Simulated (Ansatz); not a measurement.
BSiNH$_{6}$F$_{2}$: geometry relaxation

The run: geometry relaxation of BSiNH$_{6}$F$_{2}$. Method and program: RHF/6-31G* (Ansatz 0.2.0).

The input holds or restrains some coordinates. It belongs to a series of runs on one base structure; here: pulled along the bonds that form and break, towards end B. Figures and captions count atoms from 1; the log counts them from 0 in places.

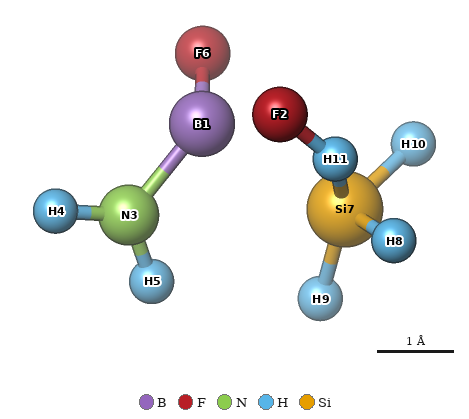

**Figure 1.** The input geometry (ball-and-stick view, seen at a tilt; atoms are numbered from 1 in the order of the input).

Results in brief:

- outcome: converged under the restraints of the input
- total energy: −15523.7885 eV
- mean-field energy: −15523.7885 eV
- largest force (length of the vector) at the end, held atoms and coordinates included: 1.225 eV/Å
- hardware: 1 thread of Arm Neoverse V2, 24 GiB of memory available, shared host
- wall time: 21 s
- peak memory: 0.17 GiB

Input:
```yaml
crystal:
  periodic: [false, false, false]
  atoms:
    - { symbol: B, position_ang: [0.0, 0.0, 0.0] }
    - { symbol: F, position_ang: [0.0, 0.0, 1.67] }
    - { symbol: "N", position_ang: [1.3423, 0.0, -0.775] }
    - { symbol: H, position_ang: [1.8089, -0.9179, -1.0268] }
    - { symbol: H, position_ang: [1.7937, 0.9179, -1.0532] }
    - { symbol: F, position_ang: [-1.1431, 0.0, -0.66] }
    - { symbol: Si, position_ang: [0.1008, 2.1328, 0.7095] }
    - { symbol: H, position_ang: [0.6771, 2.1737, 2.0503] }
    - { symbol: H, position_ang: [0.9351, 2.9107, -0.2019] }
    - { symbol: H, position_ang: [-1.2441, 2.7001, 0.741] }
    - { symbol: H, position_ang: [0.0504, 1.0656, 1.6785] }
basis:
  gaussian: { orbitals: "6-31G*" }
hamiltonian:
  xc: hf
relax:
  f_tol: 0.15
  max_steps: 25
  restrain:
    - { distance: [0, 6], at: 1.95, k: 30.0 }
    - { distance: [10, 1], at: 0.92, k: 30.0 }
    - { distance: [0, 1], at: 2.52, k: 30.0 }
    - { distance: [10, 6], at: 2.66, k: 30.0 }
```

Run as:
```bash
ansatz run input.yaml --threads 1 --pin off --max-ram 2048MiB --backend cpu --events-out ev --progress --plain --runs-dir out
```

Log:
```
The last accepted step is kept in [file] (removed where the run ends without a failure and the disk answers)
Engine: ansatz 0.2.0, aarch64-unknown-linux-gnu
Functional definition: HF
  exchange = exact_x
  correlation = 0
970 factors; integrals over basis functions are off by at most 6.4e-4 eV
mean field evaluation 1: about -15513.8711 eV, gradient 3.8e1 eV
mean field evaluation 2: about -15513.9488 eV, gradient 3.8e1 eV
mean field evaluation 4: about -15517.2597 eV, gradient 3.2e0 eV
mean field evaluation 8: about -15517.3205 eV, gradient 3.2e-1 eV
mean field -15517.32165974 eV, -570.2510529771 hartree, gradient 1.5e-5 eV, S^2 0.000000; 0 other end points of the search recorded, 0 dependent functions left out
the calculation of the forces begins
reference -15517.32165974 eV, -570.2510529771 hartree; 25, 25 occupied and 66, 66 virtual orbitals, 970 factors
relax step   1: F+E_penalty+E_count = -15517.32165974 eV  Δ(F+E_penalty+E_count) = +0.000e0 eV  max|allowed force component| = 6.777e0 eV/Å  E_restraint = 34.75015985 eV  max|allowed force component, restraints' pulls added| = 3.546e1 eV/Å  Δτ_max = 0.0000 Å  (37 SCF iters, accepted)
  distance B 0 - Si 6 = 2.2500 Å
  distance H 10 - F 1 = 1.0668 Å
  distance B 0 - F 1 = 1.6700 Å
  distance H 10 - Si 6 = 1.4424 Å
these checks for a lower state are left out or cut short: starts, cluster_reference, orbital_swaps, neighbouring_geometries, increment
970 factors; integrals over basis functions are off by at most 7.0e-4 eV
mean field evaluation 16: about -15518.8289 eV, gradient 1.5e1 eV
mean field -15520.07566219 eV, -570.3522607005 hartree, gradient 2.9e-5 eV, S^2 0.000000; 0 other end points of the search recorded, 0 dependent functions left out
[... from here on the field's lines of each further geometry are left out, up to the last ...]
relax step   2: F+E_penalty+E_count = -15520.07566219 eV  Δ(F+E_penalty+E_count) = -2.754e0 eV  max|allowed force component| = 6.177e0 eV/Å  E_restraint = 18.31245470 eV  max|allowed force component, restraints' pulls added| = 2.376e1 eV/Å  Δτ_max = 0.1903 Å  (31 SCF iters, accepted)
relax step   3: F+E_penalty+E_count = -15521.38264004 eV  Δ(F+E_penalty+E_count) = -1.307e0 eV  max|allowed force component| = 3.930e0 eV/Å  E_restraint = 7.52465595 eV  max|allowed force component, restraints' pulls added| = 1.357e1 eV/Å  Δτ_max = 0.1947 Å  (30 SCF iters, accepted)
relax step   4: F+E_penalty+E_count = -15522.25595650 eV  Δ(F+E_penalty+E_count) = -8.733e-1 eV  max|allowed force component| = 4.141e0 eV/Å  E_restraint = 1.89477263 eV  max|allowed force component, restraints' pulls added| = 7.861e0 eV/Å  Δτ_max = 0.1947 Å  (32 SCF iters, accepted)
relax step   5: F+E_penalty+E_count = -15522.88782833 eV  Δ(F+E_penalty+E_count) = -6.319e-1 eV  max|allowed force component| = 3.199e0 eV/Å  E_restraint = 0.21234438 eV  max|allowed force component, restraints' pulls added| = 3.083e0 eV/Å  Δτ_max = 0.1947 Å  (31 SCF iters, accepted)
relax step   6: F+E_penalty+E_count = -15523.41293590 eV  Δ(F+E_penalty+E_count) = -5.251e-1 eV  max|allowed force component| = 2.408e0 eV/Å  E_restraint = 0.04636518 eV  max|allowed force component, restraints' pulls added| = 2.776e0 eV/Å  Δτ_max = 0.1990 Å  (31 SCF iters, accepted)
relax step   7: F+E_penalty+E_count = -15523.70934944 eV  Δ(F+E_penalty+E_count) = -2.964e-1 eV  max|allowed force component| = 1.376e0 eV/Å  E_restraint = 0.02229047 eV  max|allowed force component, restraints' pulls added| = 7.273e-1 eV/Å  Δτ_max = 0.2000 Å  (31 SCF iters, accepted)
relax step   8: F+E_penalty+E_count = -15523.76672170 eV  Δ(F+E_penalty+E_count) = -5.737e-2 eV  max|allowed force component| = 1.313e0 eV/Å  E_restraint = 0.02362159 eV  max|allowed force component, restraints' pulls added| = 2.484e-1 eV/Å  Δτ_max = 0.2000 Å  (31 SCF iters, accepted)
relax step   9: F+E_penalty+E_count = -15523.74075039 eV  Δ(F+E_penalty+E_count) = +2.597e-2 eV  max|allowed force component| = 1.308e0 eV/Å  E_restraint = 0.03747710 eV  max|allowed force component, restraints' pulls added| = 1.589e0 eV/Å  Δτ_max = 0.1708 Å  (31 SCF iters, rejected (line search))
the calculation of the forces begins
reference -15523.78848997 eV, -570.4887046047 hartree; 25, 25 occupied and 66, 66 virtual orbitals, 970 factors
relax step  10: F+E_penalty+E_count = -15523.78848997 eV  Δ(F+E_penalty+E_count) = -2.177e-2 eV  max|allowed force component| = 1.124e0 eV/Å  E_restraint = 0.02138302 eV  max|allowed force component, restraints' pulls added| = 1.038e-1 eV/Å  Δτ_max = 0.0784 Å  (30 SCF iters, accepted)
```

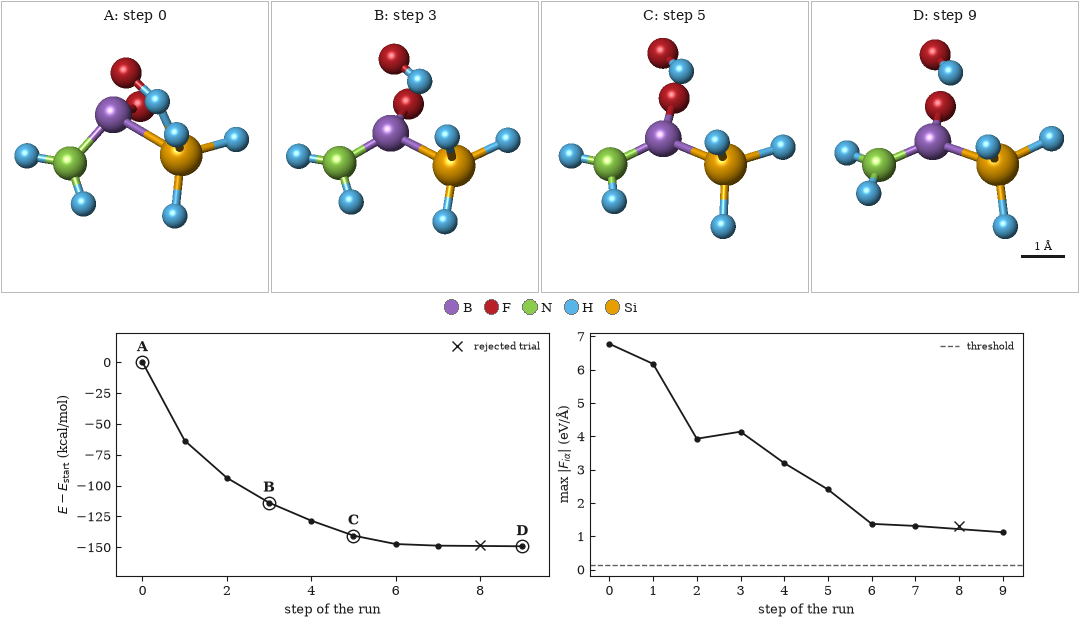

**Figure 2.** Frames of the restrained relaxation (ball-and-stick view, seen at a tilt) above the curves, on which the letters mark them (the first geometry is step 0 here and step 1 in the log).

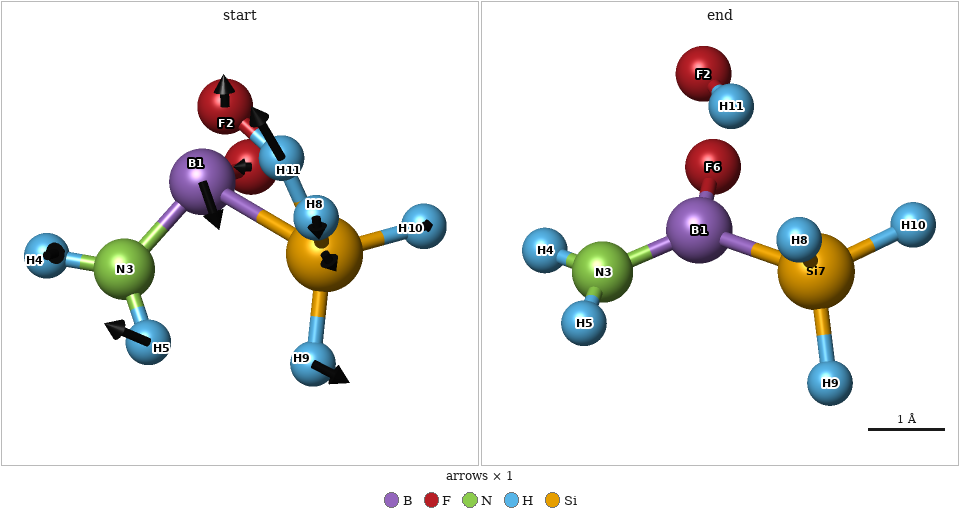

**Figure 3.** Before (left) and after (right) the restrained relaxation, at one scale (ball-and-stick view, seen at a tilt). The black arrows give the displacements, at true length. The energy falls by 149.1 kcal/mol in 9 geometry steps. The largest force component goes from 6.8 to 1.1 eV/Å. The line search rejected the trial step at point 8 (counted from 0) and went back. The atom that moves furthest after the best rigid fit is H11 (0.92 Å). By element the largest moves are H 0.92 Å, B 0.68 Å, F 0.44 Å, Si 0.34 Å, N 0.05 Å. Distances before and after: Si7–H11 1.442 → 2.668 Å, B1–Si7 2.250 → 1.985 Å, B1–N3 1.550 → 1.397 Å, F2–H11 1.067 → 0.916 Å. Bonds break: Si7–H11 (1.44 → 2.67 Å). Among the angles that change: N3–B1–Si7 96.8° → 122.8°, F6–B1–Si7 101.3° → 120.1°, H4–N3–H5 120.0° → 114.0°. (Atoms are counted from 1 in the order of the input.)

```
  distance B 0 - Si 6 = 1.9849 Å
  distance H 10 - F 1 = 0.9163 Å
  distance B 0 - F 1 = 2.5309 Å
  distance H 10 - Si 6 = 2.6685 Å
970 factors; integrals over basis functions are off by at most 6.7e-4 eV
mean field -15523.78848997 eV, -570.4887046047 hartree, gradient 2.6e-5 eV, S^2 0.000000; 1 other end points of the search recorded, 0 dependent functions left out
the calculation of the forces begins
reference -15523.78848997 eV, -570.4887046047 hartree; 25, 25 occupied and 66, 66 virtual orbitals, 970 factors
Total energy: -15523.78848997 eV, -570.4887046047 hartree
Atom 0 at     0.150799     0.538430    -0.384127 Å, force     0.072527    -0.876671    -0.852249 eV/Å
Atom 1 at    -0.168735    -0.244600     2.001339 Å, force     0.008834     0.018349     0.348427 eV/Å
Atom 2 at     1.359170    -0.011674    -0.818795 Å, force     0.036049     0.075783     0.052160 eV/Å
Atom 3 at     1.399610    -0.915606    -1.238220 Å, force     0.000863    -0.018529     0.002509 eV/Å
Atom 4 at     2.245202     0.430548    -0.723018 Å, force    -0.014184    -0.034979     0.004538 eV/Å
Atom 5 at    -0.959112    -0.150566    -0.660927 Å, force    -0.014798     0.032934     0.025909 eV/Å
Atom 6 at     0.025679     2.336398     0.447490 Å, force    -0.045725     1.123689     0.300333 eV/Å
Atom 7 at     0.721478     2.340997     1.767790 Å, force    -0.002841    -0.014139     0.001889 eV/Å
Atom 8 at     0.704326     3.388083    -0.347065 Å, force    -0.028677    -0.017909     0.000578 eV/Å
Atom 9 at    -1.362559     2.768389     0.710296 Å, force     0.001627    -0.025716    -0.017014 eV/Å
Atom 10 at     0.205242     0.502500     2.377636 Å, force    -0.013677    -0.262811     0.132920 eV/Å
Dipole moment:     0.574893     0.111996     0.041751 e Å
```

Trajectory as extended XYZ (Å, eV, eV/Å), 10 frames, from step=1 to step=10:
```
11
Properties=species:S:1:pos:R:3:forces:R:3 step=1 energy=-15517.32166
B     0.0000    0.0000    0.0000    3.5715   6.7774  -1.9497
F     0.0000    0.0000    1.6700   -0.8258  -4.9563   1.2997
N     1.3423    0.0000   -0.7750   -0.5531  -2.2827   0.9915
H     1.8089   -0.9179   -1.0268   -0.7080   2.6304   0.1817
H     1.7937    0.9179   -1.0532   -1.0390  -2.8546   0.7858
F    -1.1431    0.0000   -0.6600   -0.7632  -2.4596   0.7631
Si    0.1008    2.1328    0.7095   -0.7306   5.4473  -5.9263
H     0.6771    2.1737    2.0503    0.0421   0.5492   0.9546
H     0.9351    2.9107   -0.2019    0.4581   0.4812   0.1812
H    -1.2441    2.7001    0.7410   -0.2813   0.6962   0.4004
H     0.0504    1.0656    1.6785    0.8294  -4.0286   2.3181
11
Properties=species:S:1:pos:R:3:forces:R:3 step=2 energy=-15520.07566
B     0.0225    0.1193   -0.0926    2.7784   6.1775  -2.0315
F    -0.0060   -0.0561    1.7999   -0.4725  -0.7300   0.7077
N     1.3460   -0.0094   -0.7773   -0.5942  -1.4064   0.7068
H     1.8048   -0.9044   -1.0260   -0.5391   1.8183  -0.0293
H     1.7896    0.8955   -1.0493   -0.4994  -2.4184   0.5960
F    -1.1551   -0.0221   -0.6647   -0.7047  -2.4191   0.4616
Si    0.0976    2.2122    0.5758   -1.2232  -1.4278   0.4049
H     0.6683    2.1796    2.0338   -0.3833   0.4510  -0.9411
H     0.9514    2.9300   -0.2170    1.6301   1.9420  -1.3022
H    -1.2509    2.7113    0.7409   -0.4634   0.8192   0.0443
H     0.0529    0.9269    1.8087    0.4714  -2.8061   1.3828
11
Properties=species:S:1:pos:R:3:forces:R:3 step=3 energy=-15521.38264
B     0.0445    0.2465   -0.2073    1.1951   3.9300  -1.6623
F    -0.0139   -0.0849    1.9189   -0.6127  -3.8781   0.3128
N     1.3464   -0.0160   -0.7776   -0.4224  -0.3026   0.2701
H     1.7992   -0.8932   -1.0265   -0.4760   1.0848  -0.1485
H     1.7893    0.8750   -1.0455    0.0958  -1.9891   0.4038
F    -1.1626   -0.0455   -0.6646   -0.0576  -1.9226   0.4189
Si    0.0860    2.2463    0.4662   -1.5629  -3.0109   3.5743
H     0.6622    2.1828    2.0127   -0.4761   0.5295  -1.9296
H     0.9723    2.9558   -0.2369    2.2502   2.5905  -1.9584
H    -1.2560    2.7189    0.7389   -0.4479   0.8099  -0.2813
H     0.0536    0.7972    1.9540    0.5145   2.1585   1.0002
11
Properties=species:S:1:pos:R:3:forces:R:3 step=4 energy=-15522.25596
B     0.0540    0.3658   -0.3127   -0.0147   1.1244  -1.1797
F    -0.0304   -0.1775    2.0119   -0.4002  -1.7730   0.0075
N     1.3420   -0.0133   -0.7777   -0.4742   0.4301   0.0580
H     1.7863   -0.8813   -1.0290   -0.5010   0.5324  -0.1517
H     1.8023    0.8496   -1.0415    0.6800  -1.3012   0.1951
F    -1.1565   -0.0757   -0.6555    0.5269  -1.1576   0.3860
Si    0.0664    2.2720    0.3852   -0.8512  -2.1448   4.1409
H     0.6533    2.1943    1.9646   -0.5368   0.3288  -2.1512
H     1.0091    3.0033   -0.2704    1.6267   2.1629  -1.4723
H    -1.2654    2.7348    0.7292   -0.4104   0.7877  -0.4689
H     0.0600    0.7109    2.1285    0.3548   1.0102   0.6363
11
Properties=species:S:1:pos:R:3:forces:R:3 step=5 energy=-15522.88783
B     0.0459    0.4361   -0.3748    0.3262  -0.0890  -0.7558
F    -0.0507   -0.2478    2.0334   -0.0987   0.2943   0.3931
N     1.3279   -0.0012   -0.7799   -0.3631   0.6386  -0.0835
H     1.7572   -0.8697   -1.0334   -0.5449   0.1813  -0.1250
H     1.8373    0.8234   -1.0316    0.8400  -0.7394   0.1324
F    -1.1270   -0.1064   -0.6345   -0.0603  -0.9715   0.1379
Si    0.0579    2.2855    0.3655   -0.0675  -0.7236   3.1989
H     0.6352    2.2033    1.8815   -0.4014   0.1710  -1.6585
H     1.0340    3.0635   -0.3002    0.5743   1.3021  -0.7525
H    -1.2782    2.7675    0.7026   -0.2617   0.6767  -0.4955
H     0.0816    0.6288    2.3037    0.0571  -0.7404   0.0085
11
Properties=species:S:1:pos:R:3:forces:R:3 step=6 energy=-15523.41294
B     0.0751    0.4871   -0.3861   -1.8298  -2.2331  -0.7320
F    -0.1431   -0.3117    2.0120    0.7402   1.7719   1.2127
N     1.3272    0.0051   -0.8140    0.2347   1.5266  -0.0648
H     1.6651   -0.8873   -1.1127   -0.4794   0.1102  -0.0444
H     1.9953    0.7668   -0.9285   -0.1820  -1.2587   0.1301
F    -1.1277   -0.2131   -0.5375    2.4078   0.9904   0.1492
Si    0.0535    2.2969    0.4384   -0.4840   1.0736  -0.0755
H     0.6522    2.2359    1.7890    0.0147   0.0063   0.2295
H     0.9449    3.2108   -0.3090   -0.0299   0.1306  -0.0364
H    -1.3048    2.9001    0.5742    0.3269  -0.0773  -0.0134
H     0.1835    0.4923    2.4066   -0.7193  -2.0405  -0.7550
11
Properties=species:S:1:pos:R:3:forces:R:3 step=7 energy=-15523.70935
B     0.0841    0.5030   -0.3811   -0.5465  -1.3756  -0.7361
F    -0.0901   -0.2878    2.0169    0.1930   0.4753   0.6130
N     1.3126    0.0064   -0.8193    0.5165   0.6212  -0.0617
H     1.5356   -0.8885   -1.2049   -0.3566   0.0764   0.0770
H     2.0894    0.6384   -0.8075    0.0179  -0.4399  -0.0395
F    -1.0345   -0.2181   -0.5673    0.4455   0.2242   0.0349
Si    0.0217    2.3115    0.4332   -0.1045   1.1406   0.1516
H     0.6110    2.2535    1.7936    0.0121   0.0471   0.1562
H     0.8986    3.2556   -0.2978   -0.0487   0.0633  -0.0320
H    -1.3261    2.9074    0.5775    0.0720  -0.0571  -0.0350
H     0.2188    0.5015    2.3891   -0.2007  -0.7757  -0.1285
11
Properties=species:S:1:pos:R:3:forces:R:3 step=8 energy=-15523.76672
B     0.1339    0.5275   -0.3712    0.2011  -0.9485  -0.5772
F    -0.1803   -0.3031    1.9966   -0.0095  -0.0170   0.3245
N     1.3504    0.0082   -0.8217   -0.0038   0.1471   0.0239
H     1.4308   -0.8916   -1.2394   -0.0402  -0.1177  -0.0449
H     2.2140    0.4968   -0.7511    0.0195  -0.0447  -0.0035
F    -0.9707   -0.1828   -0.6016    0.0110   0.0748  -0.0720
Si    0.0495    2.3270    0.4638   -0.2375   1.3125   0.0788
H     0.7390    2.4068    1.7838   -0.0389  -0.1957   0.0062
H     0.7347    3.3345   -0.3771    0.0436   0.0307  -0.0086
H    -1.3356    2.8008    0.6757    0.0151  -0.0484   0.0621
H     0.1554    0.4588    2.3745    0.0396  -0.1930   0.2107
11
Properties=species:S:1:pos:R:3:forces:R:3 step=9 energy=-15523.74075 accepted=F
B     0.1520    0.5286   -0.3836    0.2227  -0.4806  -0.9610
F    -0.2441   -0.1482    2.0297    0.9521   0.9650   0.9627
N     1.3643   -0.0043   -0.8320    0.4652  -0.1669   0.0583
H     1.3831   -0.8994   -1.2850    0.0986   0.2221   0.1383
H     2.2731    0.4070   -0.6939   -0.6111  -0.2437  -0.1036
F    -0.9551   -0.1454   -0.6939   -0.0561  -0.0835   0.0440
Si    0.0240    2.3265    0.4492   -0.1773   0.9907   0.4097
H     0.6932    2.2798    1.7920    0.0452   0.2308  -0.2026
H     0.6974    3.3884   -0.3544   -0.0655  -0.1372   0.1961
H    -1.3791    2.7346    0.7010    0.1337   0.0114  -0.0258
H     0.3122    0.5151    2.4034   -1.0077  -1.3080  -0.5160
11
Properties=species:S:1:pos:R:3:forces:R:3 step=10 energy=-15523.78849
B     0.1508    0.5384   -0.3841    0.0725  -0.8767  -0.8522
F    -0.1687   -0.2446    2.0013    0.0088   0.0183   0.3484
N     1.3592   -0.0117   -0.8188    0.0360   0.0758   0.0522
H     1.3996   -0.9156   -1.2382    0.0009  -0.0185   0.0025
H     2.2452    0.4305   -0.7230   -0.0142  -0.0350   0.0045
F    -0.9591   -0.1506   -0.6609   -0.0148   0.0329   0.0259
Si    0.0257    2.3364    0.4475   -0.0457   1.1237   0.3003
H     0.7215    2.3410    1.7678   -0.0028  -0.0141   0.0019
H     0.7043    3.3881   -0.3471   -0.0287  -0.0179   0.0006
H    -1.3626    2.7684    0.7103    0.0016  -0.0257  -0.0170
H     0.2052    0.5025    2.3776   -0.0137  -0.2628   0.1329
```
